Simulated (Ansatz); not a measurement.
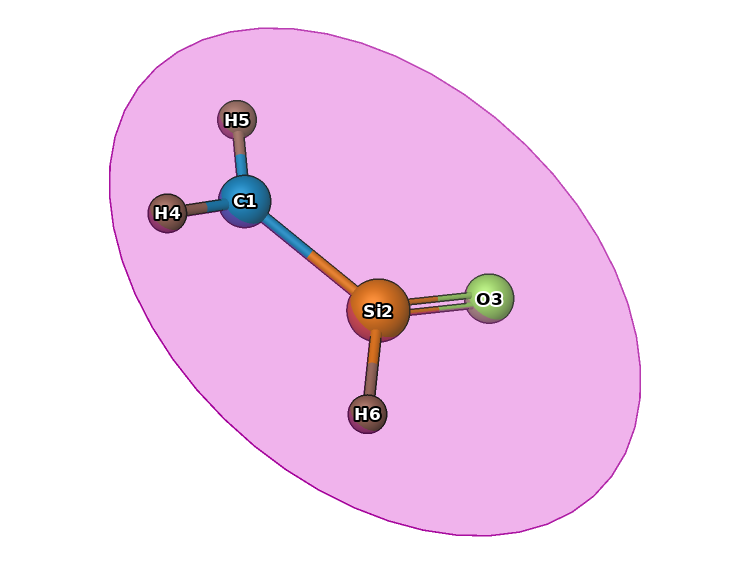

A disc through the centre of mass is drawn in. Atoms fade into the background with distance from the viewer. State: neutral, doublet. Computed geometry: PBE0-D4/def2-TZVP optimisation. No frequency run is at hand to confirm it as a minimum.

Q: Is the plane of the disc a mirror plane of the structure?

A: Yes. The reflection leaves C1, Si2, O3, H4, H5, H6 in place. The point group is Cs.
